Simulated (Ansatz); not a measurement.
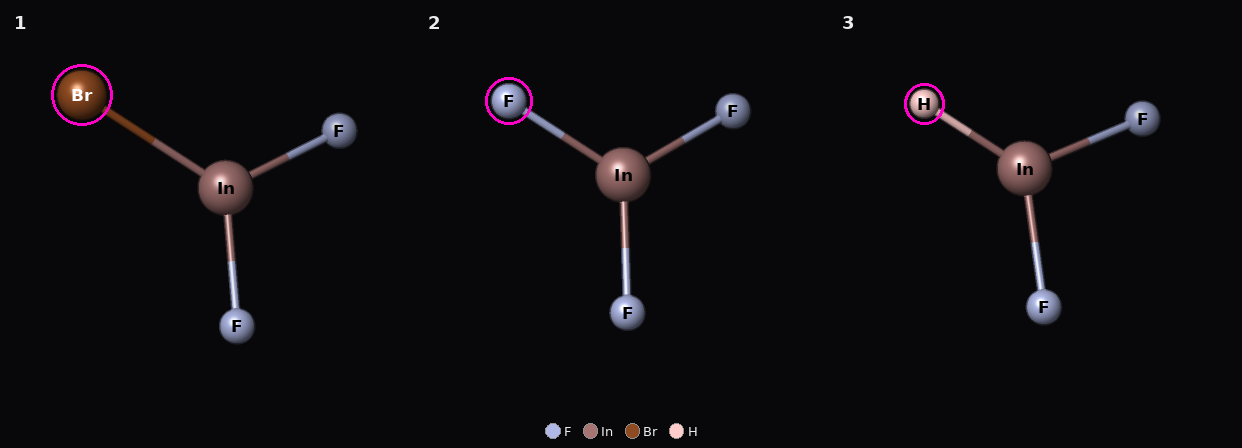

3 molecules with one skeleton, seen from the same side and at one scale; the atom that differs is circled. Each species is neutral and a spin singlet. Computed geometries: PBE0-D4/def2-TZVP optimisations, one conformation each. Properties computed with Ansatz 0.2.0. Elements past Kr carry core potentials.

One atom differs, called X below: Br in panel 1, F in panel 2, H in panel 3. Their formulas are InBrF2 (`[F][In]([F])[Br]`), InF3 (`[F][In]([F])[F]`), F2HIn (`[F][InH][F]`).

### Rank them by the length of X–In, lowest first (PBE0-D4/def2-TZVP).

3 (H), 2 (F), 1 (Br).

### Rank them by the dipole moment, lowest first (ωB97M-V/def2-TZVPP).

2 (F), 1 (Br), 3 (H).

Give the values. With PBE0-D4/def2-TZVP: length of X–In (Å), mean angle F–In–X (°). With ωB97M-V/def2-TZVPP: HOMO energy (Kohn–Sham orbital) (eV), HOMO–LUMO gap (eV), dipole moment (D).

| quantity | 1 (Br) | 2 (F) | 3 (H) |
| --- | --- | --- | --- |
| length of X–In (Å) | 2.413 | 1.918 | 1.681 |
| mean angle F–In–X (°) | 123.2 | 120.0 | 126.6 |
| HOMO energy (Kohn–Sham orbital) (eV) | −11.56 | −13.63 | −12.30 |
| HOMO–LUMO gap (eV) | 10.36 | 12.26 | 12.03 |
| dipole moment (D) | 1.66 | 0.00 | 3.53 |
